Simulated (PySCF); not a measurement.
SMILES [O]([Ga]([O]C)[SiH3])C at its GFN2-xTB optimised geometry (Å):

```
15

Ga    -1.3074    -1.4876    -1.9284
O     -0.3577    -2.8996    -2.3497
C      0.1433    -4.0562    -2.9787
H      0.1312    -4.8893    -2.2702
H     -0.4562    -4.3275    -3.8516
H      1.1734    -3.8782    -3.3002
O     -2.7358    -0.7618    -2.6360
C     -3.8431    -0.4659    -3.4554
H     -4.7607    -0.5256    -2.8632
H     -3.7411     0.5487    -3.8510
H     -3.9179    -1.1647    -4.2925
Si    -0.4964    -0.3654     0.0000
H      0.9727    -0.3654     0.0000
H     -0.9727    -1.0263     1.2244
H     -0.9655     1.0263     0.0000
```

Method: PBE0/def2-TZVP in PySCF. Cells within 0.4 Å of a nucleus heavier than hydrogen are left out (blank, or x).

Map of the LUMO amplitude (bohr^(-3/2)) on the plane z = 0.0 Å; orbital energy -0.73 eV, overall sign arbitrary:

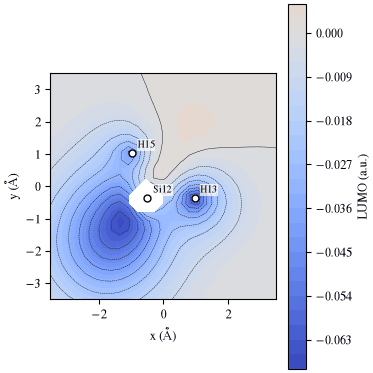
Fig. 1. LUMO amplitude (bohr^(-3/2)) on the plane z = 0.0 Å.
